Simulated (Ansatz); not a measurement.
# AlClO (SMILES [O]=[Al][Cl]) at RPA@PBE/STO-3G

What is the vertical singlet–triplet gap of AlClO at RPA@PBE/STO-3G? 

The results are computed with Ansatz 0.2.0.

66 further runs of the same task are left out: 6 that didn't finish, 60 set aside as unsound or not needed.

### Step 1. Starting point

AlClO: 3 atoms, total charge 0, spin state singlet. SMILES: `[O]=[Al][Cl]`. Geometry: a GFN2-xTB relaxation, a rough one for these elements and not checked as a minimum.

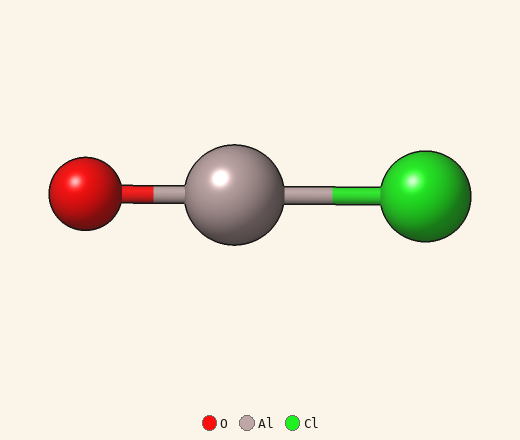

The structure, seen from a chosen angle (oxygen red, aluminium light grey, chlorine green).

### Step 2. A single-point energy at RPA@PBE/STO-3G

The input, job.yaml:

```yaml
crystal:
  periodic: [false, false, false]
  atoms:
    - {symbol: O, position_ang: [0.107470, 1.694260, 0.245960]}
    - {symbol: Al, position_ang: [0.009340, 0.147220, 0.021380]}
    - {symbol: Cl, position_ang: [-0.116820, -1.841490, -0.267330]}
basis:
  gaussian: {orbitals: STO-3G}
hamiltonian: {xc: pbe}
correlation: {method: rpa, frozen_orbitals: {Al: 5, Cl: 5, O: 1}}
accuracy: high
```

Command:

```bash
ansatz run job.yaml --threads 1 --pin off --max-ram 2610MiB --events-out events.jsonl --progress --plain --runs-dir runs
```

Output:

```text
Warning: RAYON_NUM_THREADS=1 ignored (pool sized by the plan → 1); use --threads N
Functional definition: PBE
  name "PBE"
  parameter kappa = 0.804
  parameter beta = 0.06672455060314922
  exchange = pbe_x(kappa = kappa, mu = beta*pi^2/3)
  correlation = pbe_c(beta = beta)
396 factors; integrals over basis functions are off by at most 1.7e-8 eV
mean field evaluation 1: about -20901.2665 eV, gradient 4.7e1 eV
mean field evaluation 2: about -20901.2549 eV, gradient 4.7e1 eV
mean field evaluation 4: about -20909.8992 eV, gradient 1.8e1 eV
mean field evaluation 8: about -20911.3068 eV, gradient 8.3e-1 eV
mean field evaluation 16: about -20911.3067 eV, gradient 4.0e-6 eV
mean field evaluation 32: about -20889.6361 eV, gradient 1.9e1 eV
mean field -20911.30672792 eV, -768.4763480581 hartree, gradient 3.8e-9 eV, S^2 0.000000; 0 other end points of the search recorded, 0 dependent functions left out
11 core orbitals not correlated: weight in the atoms' cores, before any rotation towards them, 0.999 or more for the frozen orbitals, at most 0.000 for the correlated occupied ones
reference -20882.18712300 eV, -767.4062223156 hartree; 8, 8 occupied and 4, 4 virtual orbitals, 396 factors
Total energy: -20887.99630190 eV, -767.6197057024 hartree
```

Run time: 1.4 s. Hardware: 1 thread of Arm Neoverse V2, shared host; peak memory 0.097 GiB.

### Step 3. The triplet, same level

The input, input.yaml:

```yaml
crystal:
  periodic: [false, false, false]
  atoms:
    - {symbol: O, position_ang: [0.107470, 1.694260, 0.245960]}
    - {symbol: Al, position_ang: [0.009340, 0.147220, 0.021380]}
    - {symbol: Cl, position_ang: [-0.116820, -1.841490, -0.267330]}
basis:
  gaussian:
    orbitals: STO-3G
magnetization:
  spin_polarized: true
  initial_magnetization: 2
hamiltonian:
  xc: {name: PBE}
correlation:
  method: rpa
  frozen_orbitals: {Al: 5, Cl: 5, O: 1}
accuracy: high
```

Command:

```bash
ansatz run input.yaml --threads 1 --pin off --max-ram 2610MiB --events-out events.jsonl --progress --plain --runs-dir runs
```

Output (excerpt; [...] marks lines left out):

```text
Warning: RAYON_NUM_THREADS=1 ignored (pool sized by the plan → 1); use --threads N
[... 2 set-up lines as earlier in the session ...]
[...]
396 factors; integrals over basis functions are off by at most 1.7e-8 eV
[...]
mean field -20907.32805897 eV, -768.3301346711 hartree, gradient 2.6e-8 eV, S^2 2.000785; 15 other end points of the search recorded, 0 dependent functions left out
11 core orbitals not correlated: weight in the atoms' cores, before any rotation towards them, 0.999 or more for the frozen orbitals, at most 0.001 for the correlated occupied ones
reference -20880.22723275 eV, -767.3341976772 hartree; 9, 7 occupied and 3, 5 virtual orbitals, 396 factors
Total energy: -20884.15334563 eV, -767.4784796645 hartree
```

Run time: 54 s. Hardware: 1 thread of Arm Neoverse V2, shared host; peak memory 0.13 GiB.

### Step 4. Outcome

At RPA@PBE/STO-3G, 11 core orbitals frozen:

| quantity | value |
| --- | --- |
| singlet: total energy | -767.61971 Eh |
| singlet: RPA correlation energy (valence) | -213.5 mEh |
| triplet: total energy | -767.47848 Eh |
| triplet: RPA correlation energy (valence) | -144.3 mEh |
| triplet: ⟨S²⟩ of the reference determinant | 2.001 |
| vertical energy of the triplet above the singlet | 3.843 eV |

**Reading.** At this shape the triplet lies 3.84 eV (89 kcal/mol) above the singlet. In a minimal basis such a difference can be off by several eV, whatever the method.
